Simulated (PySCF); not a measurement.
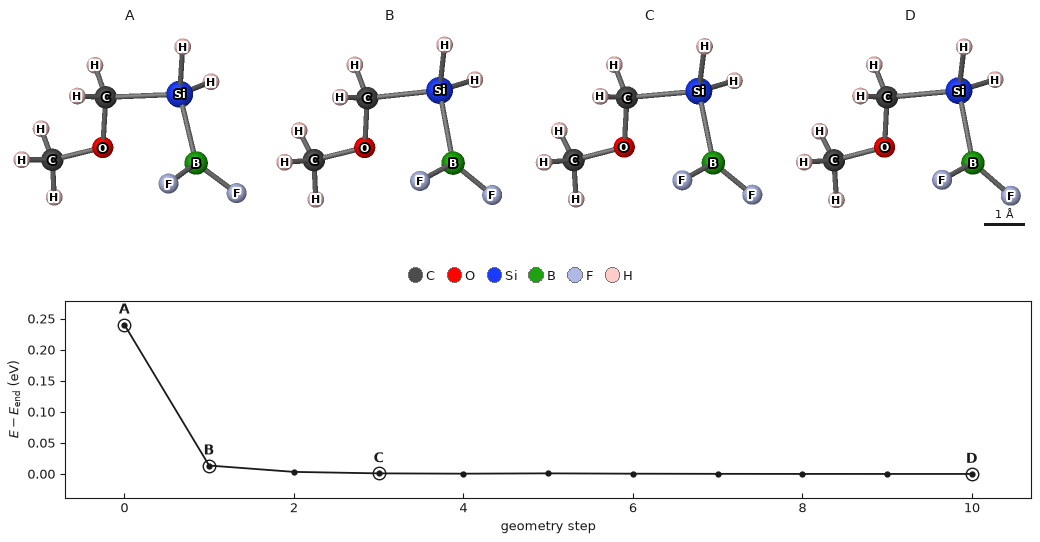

Frames of a relaxation of C₂H₇BF₂OSi, marked on the history of the run. A ball-and-stick model, seen at a tilt.

The start comes from GFN2-xTB. Its atoms were then displaced at random by about 0.01 Å.

Method: PBE0-D3(BJ)/def2-SVP geometry optimisation, gas phase in PySCF 2.14.0, density-fitted response routines. 

Describe the path.

Answer. The largest move after the best rigid fit is that of an F atom, 0.21 Å. By element the largest moves are F 0.21 Å, H 0.12 Å, Si 0.10 Å, B 0.10 Å, C 0.05 Å, O 0.05 Å. Among the contacts that change: B–Si 1.966 → 2.027 Å, C–Si 1.956 → 1.899 Å, C–H 1.054 → 1.099 Å, C–H 1.075 → 1.109 Å. Among the angles between lasting bonds that change: C–Si–H 104.4° → 111.5°, B–Si–H 117.1° → 111.6°, C–Si–B 107.3° → 101.9°. After 10 geometry steps the energy has fallen by 0.240 eV. From step 0 to 1: an F atom moves most (0.26 Å), energy −0.227 eV. From step 1 to 3: an F atom moves most (0.08 Å), energy −0.013 eV. From step 3 to 10: an F atom moves most (0.06 Å), energy −0.001 eV.
